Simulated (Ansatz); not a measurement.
C2H6O2: several calculations on one system

**1. Relaxation**

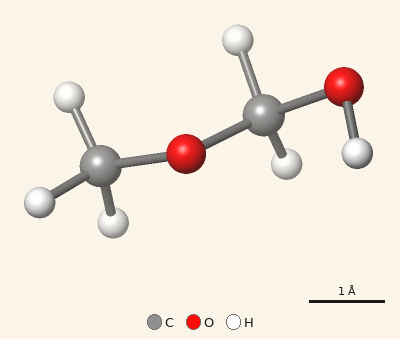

Starting structure of C2H6O2. A ball-and-stick model, seen from a free direction.

The run prepares an end point of a later path (torsion) calculation, from a guessed geometry.

All numbers below come from RKS r2SCAN-D4/def2-SVP (Ansatz).

The input:
```yaml
crystal:
  periodic: [false, false, false]
  atoms:
    - { symbol: C, position_ang: [-0.0266, 1.2669, -0.5141] }
    - { symbol: O, position_ang: [-0.4192, 0.3445, 0.4587] }
    - { symbol: C, position_ang: [0.2148, -0.8796, 0.2155] }
    - { symbol: O, position_ang: [0.0144, -1.7427, 1.292] }
    - { symbol: H, position_ang: [-0.3609, 0.9541, -1.5395] }
    - { symbol: H, position_ang: [-0.6216, 2.2495, -0.3104] }
    - { symbol: H, position_ang: [1.0243, 1.5299, -0.4937] }
    - { symbol: H, position_ang: [1.3709, -0.7212, 0.1972] }
    - { symbol: H, position_ang: [-0.0854, -1.3154, -0.6675] }
    - { symbol: H, position_ang: [-1.0277, -1.7372, 1.3648] }
basis:
  gaussian: { orbitals: def2-SVP }
hamiltonian:
  xc: r2scan
  dispersion: d4
relax:
  f_tol: 0.015
  max_steps: 40
```

Command:
```bash
ansatz run input.yaml --threads 2 --pin off --max-ram 3072MiB --backend cpu --events-out ev --progress --plain --runs-dir out
```

**Predict the outcome.**

H7 moves most after the best rigid fit: 0.14 Å. By element the largest moves are H 0.14 Å, O 0.11 Å, C 0.09 Å. Some distances before and after: C3–H9 1.029 → 1.120 Å, O4–H10 1.045 → 0.968 Å, C1–H6 1.167 → 1.099 Å, C3–H8 1.167 → 1.110 Å. Among the angles between lasting bonds that change: C3–O4–H10 101.2° → 107.0°, H5–C1–H6 104.0° → 108.6°, H5–C1–H7 111.9° → 107.7°. The energy falls by 0.474 eV in 5 accepted moves (6 points after the start). Largest force component: 3.6 eV/Å at the start, 0.0097 eV/Å at the end. The line search rejected the trial step at point 5 of the run.

History of the run:

```
step  E − E(0), eV  largest force component, eV/Å      note
   0        0.0000                         3.6140          
   1       -0.4150                         1.1896          
   2       -0.4664                         0.3344          
   3       -0.4710                         0.2343          
   4       -0.4732                         0.0672          
   5       -0.4732                         0.0713  rejected
   6       -0.4735                         0.0097
```

The structure at the end:

```xyz
10

C    -0.0736    1.2969   -0.5262
O    -0.3242    0.3838    0.5072
C     0.2754   -0.8670    0.2827
O    -0.0740   -1.7333    1.2957
H    -0.4370    0.9256   -1.5074
H    -0.6025    2.2297   -0.2862
H     1.0075    1.5231   -0.6296
H     1.3824   -0.7848    0.2956
H    -0.0310   -1.2364   -0.7289
H    -1.0400   -1.7887    1.3001
```

After the run, drawn alike:

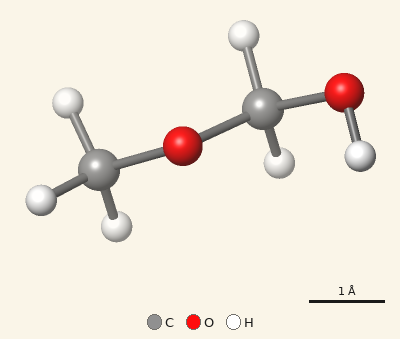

**2. Relaxation**

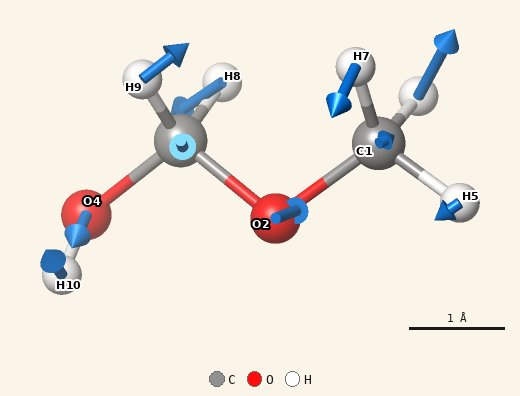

A relaxation of C$_{2}$H$_{6}$O$_{2}$. The starting structure is drawn; blue arrows show the displacements, 5 times their true length. The two geometries are superimposed by the best rigid fit.

The picture is a ball-and-stick view, seen at a tilt.

The run prepares an end point of a later path (torsion) calculation, from a guessed geometry.

The calculation used Ansatz, RKS r2SCAN-D4/def2-SVP.

Input file:
```yaml
crystal:
  periodic: [false, false, false]
  atoms:
    - { symbol: C, position_ang: [-0.0266, 1.2669, -0.5141] }
    - { symbol: O, position_ang: [-0.4192, 0.3445, 0.4587] }
    - { symbol: C, position_ang: [-0.05311, 0.82336, 1.72211] }
    - { symbol: O, position_ang: [-0.62804, 0.03322, 2.71664] }
    - { symbol: H, position_ang: [-0.3609, 0.9541, -1.5395] }
    - { symbol: H, position_ang: [-0.6216, 2.2495, -0.3104] }
    - { symbol: H, position_ang: [1.0243, 1.5299, -0.4937] }
    - { symbol: H, position_ang: [-0.52977, 1.87501, 1.89183] }
    - { symbol: H, position_ang: [0.96713, 0.88576, 1.84439] }
    - { symbol: H, position_ang: [-0.29525, -0.91702, 2.43809] }
basis:
  gaussian: { orbitals: def2-SVP }
hamiltonian:
  xc: r2scan
  dispersion: d4
relax:
  f_tol: 0.015
  max_steps: 40
```

Run as
```bash
ansatz run input.yaml --threads 2 --pin off --max-ram 3072MiB --backend cpu --events-out ev --progress --plain --runs-dir out
```

Q: What did the optimiser do to the structure, and how much energy did it gain?

A: H6 moves most after the best rigid fit: 0.22 Å. Largest moves by element: H 0.22 Å, O 0.15 Å, C 0.11 Å. Among the contacts that change: C3–H9 1.029 → 1.120 Å, O4–H10 1.045 → 0.968 Å, C1–H6 1.167 → 1.109 Å, C1–H7 1.084 → 1.110 Å. Among the angles between lasting bonds that change: C3–O4–H10 101.2° → 107.0°, O2–C1–H6 106.9° → 112.1°, H5–C1–H6 104.0° → 108.4°. After 8 accepted moves (9 points after the start) the energy has fallen by 0.483 eV. The largest force component goes from 4.6 to 0.0052 eV/Å. The line search rejected the trial step at point 5 of the run.

**3. Path**

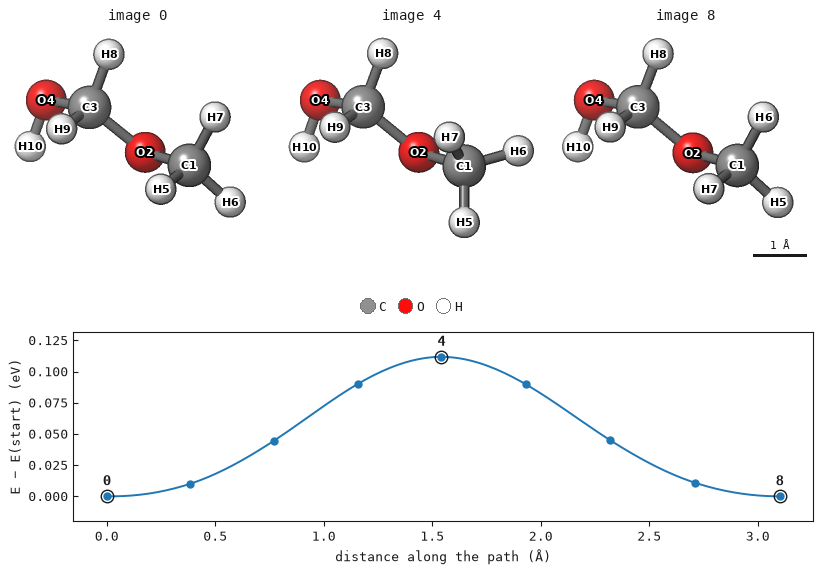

A search for the minimum-energy path of C$_{2}$H$_{6}$O$_{2}$ by the nudged elastic band. Images are numbered from 0 (start) to 8 (end). A ball-and-stick model, seen at a tilt.

These are results of RKS r2SCAN-D4/def2-SVP (Ansatz), not measurements. Settings: 7 movable images; climbing image; force threshold 0.05 eV/Å; iteration limit 60; starting path by image-dependent pair potential.

### What happens along the path, and what is the barrier?

The barrier is about 0.112 eV in both directions, with image 4 at the top; the ends have the same energy. The motion is a rotation about the C1–O2 bond by about 120°. No bond forms or breaks between the ends. Bond angles that change up to the highest image, for instance: O2–C1–H6 107.8° → 110.2°. The band is converged. At the top, the vibrational analysis gives one imaginary mode (238i cm⁻¹), as a transition state must have.
